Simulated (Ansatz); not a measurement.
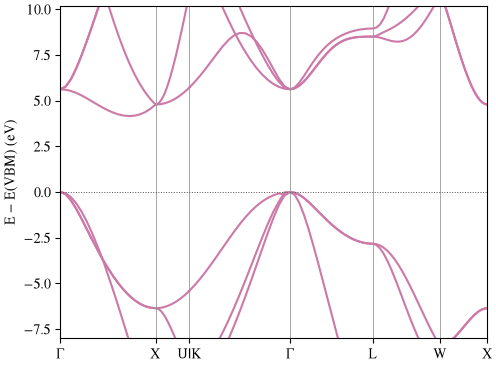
Band structure from PBE+D3(BJ) (plane waves, PAW; program Ansatz)

Q: Read off the gap and where the band edges lie.

A: About 4.2 eV (4.15 eV by a search for the band edges); maximum at Γ, minimum on the Γ–X line, 73 % of the way from Γ.

The material is C (diamond, space group No. 227).

Space group Fd-3m (diamond). The PBE+D3(BJ) relaxation kept the symmetry of its start.

Potentials: the later of the program's two PAW sets.
